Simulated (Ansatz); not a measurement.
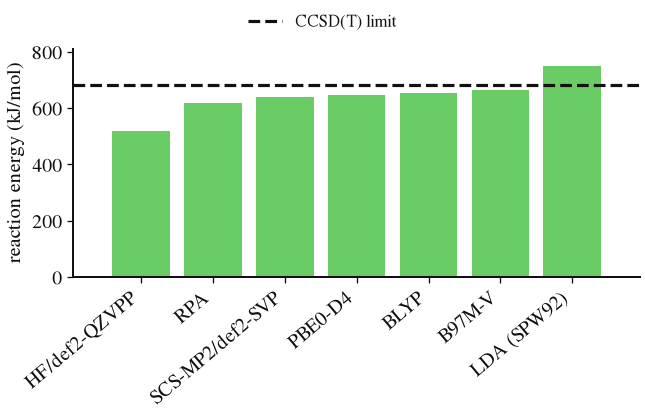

Electronic reaction energy of Si₂H₄OF₂ (F[SiH2]O[SiH2]F) → F ([F]) [doublet] + Si₂H₄OF (F[SiH2]O[SiH2]) [doublet] (SMILES in brackets) at several levels (functionals in def2-TZVPP unless a basis is named), isolated molecules at PBE0-D4 triple-zeta geometries, minima by their frequencies, no zero-point or thermal terms, the Ansatz code. The line is frozen-core CCSD(T) at the basis limit (MP2 extrapolated from triple and quadruple zeta, plus CCSD(T) less MP2 in a smaller set). RPA holds a correlation term that converges slowly with the basis, so part of the distance to the limit is basis error. No dispersion term is added to BLYP. The distance of SCS-MP2/def2-SVP to the limit includes basis error. The limit lies 21.4 kJ/mol from CCSD(T)/def2-TZVPP, so the line itself is uncertain by a part of that.

> Which level comes closest to the line (CCSD(T) limit), and which misses most?

Closest B97M-V (664.2 kJ/mol), against 683.3 kJ/mol; farthest HF/def2-QZVPP (518.5 kJ/mol).

> What range do the values span, the line included?

From 518.5 kJ/mol (HF/def2-QZVPP) to 749.8 kJ/mol (LDA (SPW92)).

Known limits of this run: one conformer of each flexible molecule.
